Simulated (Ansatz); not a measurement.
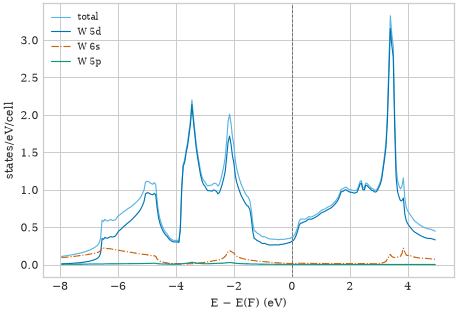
Figure. Total and projected density of states of W (bcc (W type), Im-3m), the program Ansatz at the r²SCAN+D4 level (PAW)

Q: Which orbitals carry the states next to the Fermi level?

A: Within 0.5 eV of the Fermi level: W 5d 87 %, outside the projected shells 9 %. Projections are on Löwdin-orthogonalised atomic valence shells; empty p or d shells of many metals are not among them.

Q: Where is the tallest occupied peak in this window, and what makes it?

A: Near -3.4 eV, about 2.2 states/eV per cell; the largest projected share is W 5d.

The cell was relaxed with r²SCAN+D4 under the symmetry of its start. The run is not spin-polarised. The pairwise dispersion correction was not fitted to metals. Scalar-relativistic: spin–orbit coupling is off unless named, which matters more the heavier the elements.

Potentials: the later of the program's two PAW sets.
